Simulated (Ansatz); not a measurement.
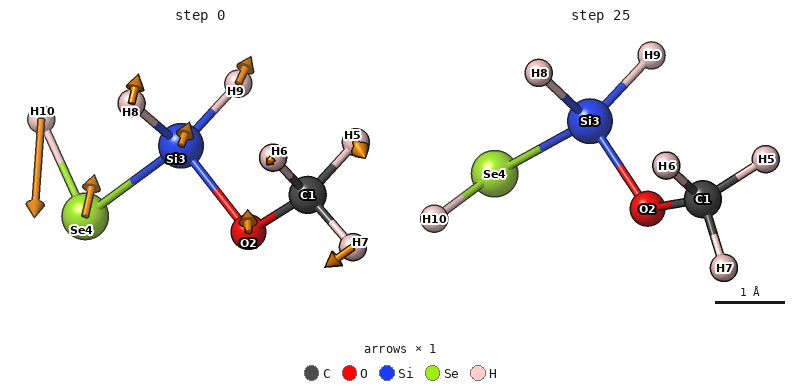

The structure of CH₆OSeSi (coarse preliminary run) before (left) and after (right) a relaxation, at one scale. The orange arrows give the displacements, at their true length.

The picture is a ball-and-stick view, seen from a free direction.

The start comes from a force field.

Computed with RKS PBE-D4/def2-SVP in Ansatz 0.2.0. Settings: force threshold 0.03 eV/Å; at most 200 steps.

Describe what moved and what it gained.

After 22 accepted moves (25 points after the start) the energy has fallen by 0.585 eV. Largest force component: 3.1 eV/Å at the start, 0.02 eV/Å at the end. The line search rejected the trial steps at points 14, 18, 23 of the run. The forces were under the threshold at step 17, but the run went on from there. The largest move after the best rigid fit is that of H10, 1.73 Å. Largest moves by element: H 1.73 Å, Se 0.72 Å, Si 0.44 Å, O 0.42 Å, C 0.10 Å. Among the contacts that change: Se4–H10 1.588 → 1.485 Å, Si3–H8 1.414 → 1.508 Å, Si3–H9 1.415 → 1.506 Å, O2–Si3 1.752 → 1.680 Å. Among the angles between lasting bonds that change: C1–O2–Si3 109.1° → 122.5°, Se4–Si3–H9 109.9° → 104.2°, Si3–Se4–H10 87.6° → 92.4°. Groups turn about Si3–Se4 by about 110°. The run took about 120 core-seconds on a shared host.
